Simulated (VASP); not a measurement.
Band structure of BaGe3 (space group P6_3/mmc). All values below come from PBEsol GGA, VASP's PBE PAW potentials (set 64) (plane waves; VASP).

Unless said otherwise, spin-orbit coupling is left out, though it shifts the bands of the heavy elements here.

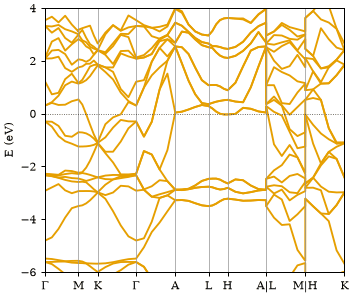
Figure. Bands along high-symmetry lines, zero at the valence-band maximum or, without a gap, the Fermi level

### Question
Read the plot: is there a gap, and where are the band edges?

### Answer
It has no gap at this level: it comes out as a metal or semimetal.

The structure comes from a computed database's BaGe3 entry (P6_3/mmc); how it stands against other phases isn't given here. The cell was not relaxed at this level. The k-mesh is coarse (spacing up to 0.36 per Å, 2π included), so the numbers may not be converged in it.
